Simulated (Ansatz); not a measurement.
**UBLYP/def2-TZVPPD run of N2H (dinitrogen monohydride)**

What is the vertical doublet–quartet gap of N2H (dinitrogen monohydride) at UBLYP/def2-TZVPPD? 

The calculation is run with Ansatz 0.2.0.

29 further runs of the same task are left out: 29 set aside as unsound or not needed.

## Step 1: The molecule

The species is N2H (3 atoms), meant as a doublet with charge 0. SMILES: `[N]=N`. The coordinates come from a PBE0-D4/def2-TZVP relaxation.

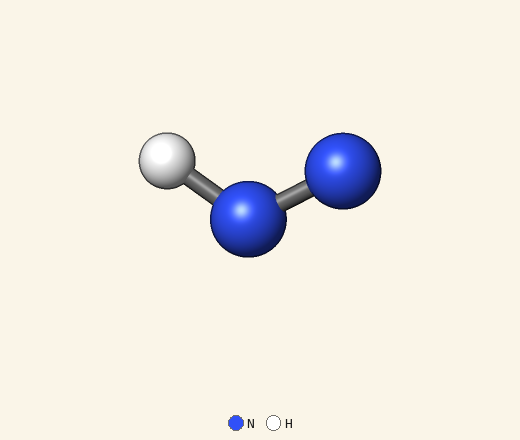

The structure, seen from a chosen angle (nitrogen blue, hydrogen white).

## Step 2: A single-point energy at UBLYP/def2-TZVPPD

The input, in.yaml:

```yaml
crystal:
  periodic: [false, false, false]
  atoms:
    - {symbol: N, position_ang: [0.710530, -0.606720, 0.326180]}
    - {symbol: "N", position_ang: [-0.268660, -0.217710, -0.170100]}
    - {symbol: H, position_ang: [-0.441870, 0.824430, -0.156080]}
basis:
  gaussian:
    orbitals: def2-TZVPPD.json
magnetization:
  spin_polarized: true
  initial_magnetization: 1
hamiltonian:
  xc: {name: BLYP}
accuracy: high
output: {orbitals: {seedname: orbitals}}
```

The basis set def2-TZVPPD is read from a file made from the Basis Set Exchange's data (not shown).

Launch:

```
$ ansatz run in.yaml --threads 1 --pin off --max-ram 3480MiB --events-out events.jsonl --progress --plain --runs-dir runs
```

Standard output:

```text
Warning: RAYON_NUM_THREADS=1 ignored (pool sized by the plan → 1); use --threads N
Functional definition: BLYP
  name "BLYP"
  parameter beta = 0.0042
  parameter a = 0.04918
  parameter b = 0.132
  parameter c = 0.2533
  parameter d = 0.349
  exchange = b88_x(beta = beta)
  correlation = lyp_c(a = a, b = b, c = c, d = d)
1397 factors; integrals over basis functions are off by at most 3.2e-9 eV
mean field evaluation 1: about -2991.5879 eV, gradient 2.9e1 eV
mean field evaluation 2: about -2987.4766 eV, gradient 4.1e1 eV
mean field evaluation 4: about -2994.9073 eV, gradient 5.1e0 eV
mean field evaluation 8: about -2995.0005 eV, gradient 3.3e-2 eV
mean field evaluation 16: about -2995.0005 eV, gradient 7.0e-6 eV
mean field -2995.00054040 eV, -110.0642397754 hartree, gradient 6.7e-8 eV, S^2 0.753206; 0 other end points of the search recorded, 0 dependent functions left out
reference -2995.00058086 eV, -110.0642412625 hartree; 8, 7 occupied and 83, 84 virtual orbitals, 1397 factors
Total energy: -2995.00058086 eV, -110.0642412625 hartree
```

Wall time 3.6 s (1 thread of Arm Neoverse V1, shared host); peak memory 0.19 GiB.

## Step 3: The quartet

The input, run.yaml:

```yaml
crystal:
  periodic: [false, false, false]
  atoms:
    - {symbol: "N", position_ang: [0.710530, -0.606720, 0.326180]}
    - {symbol: N, position_ang: [-0.268660, -0.217710, -0.170100]}
    - {symbol: H, position_ang: [-0.441870, 0.824430, -0.156080]}
basis:
  gaussian:
    orbitals: def2-TZVPPD.json
magnetization:
  spin_polarized: true
  initial_magnetization: 3
hamiltonian:
  xc: {name: BLYP}
accuracy: high
output: {orbitals: {seedname: orbitals}}
```

The basis set def2-TZVPPD is read from a file made from the Basis Set Exchange's data (not shown).

Launch:

```
$ ansatz run run.yaml --threads 1 --pin off --max-ram 3480MiB --events-out events.jsonl --progress --plain --runs-dir runs
```

Standard output:

```text
Warning: RAYON_NUM_THREADS=1 ignored (pool sized by the plan → 1); use --threads N
[... 9 set-up lines as earlier in the session ...]
1397 factors; integrals over basis functions are off by at most 3.2e-9 eV
mean field evaluation 1: about -2985.1322 eV, gradient 3.0e1 eV
mean field evaluation 2: about -2978.4145 eV, gradient 4.8e1 eV
mean field evaluation 4: about -2988.6220 eV, gradient 6.3e0 eV
mean field evaluation 8: about -2988.7981 eV, gradient 5.4e-2 eV
mean field evaluation 16: about -2988.7981 eV, gradient 2.4e-5 eV
mean field evaluation 32: about -2988.4451 eV, gradient 1.2e0 eV
mean field -2988.79813062 eV, -109.8363054203 hartree, gradient 1.5e-8 eV, S^2 3.755335; 4 other end points of the search recorded, 0 dependent functions left out
reference -2988.79817031 eV, -109.8363068788 hartree; 9, 6 occupied and 82, 85 virtual orbitals, 1397 factors
Total energy: -2988.79817031 eV, -109.8363068788 hartree
```

It took 6.6 s on 1 thread of Arm Neoverse V1, shared host; peak memory 0.2 GiB.

## Step 4: Results

Level: UBLYP/def2-TZVPPD.

| quantity | value |
| --- | --- |
| doublet: total energy | -110.06424 Eh |
| doublet: HOMO energy (highest over α and β) | -4.66 eV |
| doublet: LUMO energy (lowest over α and β) | -2.99 eV |
| doublet: ⟨S²⟩ | 0.753 |
| quartet: total energy | -109.83631 Eh |
| quartet: HOMO energy (highest over α and β) | -3.17 eV |
| quartet: ⟨S²⟩ | 3.755 |
| vertical energy of the quartet above the doublet | 6.202 eV |

What this shows: At this shape the quartet lies 6.20 eV (598 kJ/mol) above the doublet.
